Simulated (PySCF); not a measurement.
# H6N4W (WN(NH2)3): what the fields show

```json
{"atom": "W", "x (Å)": "0.0110", "y (Å)": "-0.0301", "z (Å)": "0.3075"}
{"atom": "N", "x (Å)": "0.0630", "y (Å)": "-0.1993", "z (Å)": "1.9863"}
{"atom": "N", "x (Å)": "1.9130", "y (Å)": "-0.0016", "z (Å)": "-0.2175"}
{"atom": "H", "x (Å)": "2.7090", "y (Å)": "-0.0817", "z (Å)": "0.4221"}
{"atom": "H", "x (Å)": "2.2467", "y (Å)": "0.0923", "z (Å)": "-1.1841"}
{"atom": "N", "x (Å)": "-0.9411", "y (Å)": "1.6762", "z (Å)": "0.0285"}
{"atom": "H", "x (Å)": "-1.1428", "y (Å)": "2.0820", "z (Å)": "-0.8931"}
{"atom": "H", "x (Å)": "-1.3052", "y (Å)": "2.2859", "z (Å)": "0.7666"}
{"atom": "N", "x (Å)": "-0.9839", "y (Å)": "-1.6236", "z (Å)": "-0.2965"}
{"atom": "H", "x (Å)": "-1.3598", "y (Å)": "-2.3600", "z (Å)": "0.3083"}
{"atom": "H", "x (Å)": "-1.1995", "y (Å)": "-1.8323", "z (Å)": "-1.2788"}
```

Geometry: BP86-D3(BJ)/def2-SVP; core potentials replace the inner electrons of W.

Method: DFT single point, gas phase, functional B3LYP in PySCF 2.14.0, density-fitted response routines.

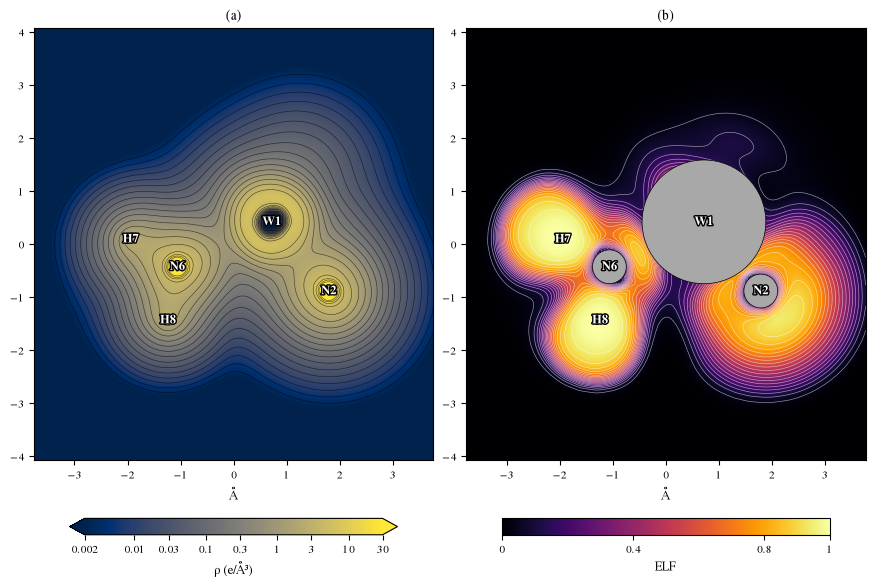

Figure 1. (a) electron density; (b) ELF on the plane of atoms W1, N6 and H7. Grey discs cover the atomic cores in the ELF map.

**Read the bonding off the picture.**

- The plane passes through W, N and H nuclei.
- W–N (1.69 Å): the density is about 2.1 e/Å³ at the midpoint; the ELF peaks at about 0.80 in the valence shell of N, 0.6 Å from its nucleus, and is about 0.45 at the midpoint.
- N–H (1.02 Å): ρ at the midpoint is about 2.7 e/Å³; the ELF climbs to about 1 towards the hydrogen, as it does in any bond to H; an ordinary covalent bond to hydrogen.

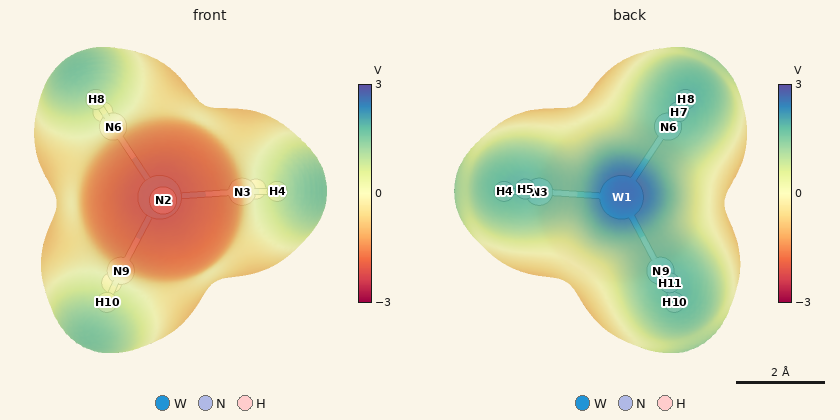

Figure 2. The electrostatic potential painted on the density surface at 0.002 e/bohr³, seen from the front and from behind; the colour scale runs from red (negative) to blue (positive).

**Which sites attract a positive test charge, and which a negative one?**

A positive charge is drawn to the negative regions and a negative charge to the positive ones. The most negative region (about −2.0 V) lies over N2, the most positive (about +2.6 V) over W1. N2 is the likeliest acceptor of a hydrogen bond.
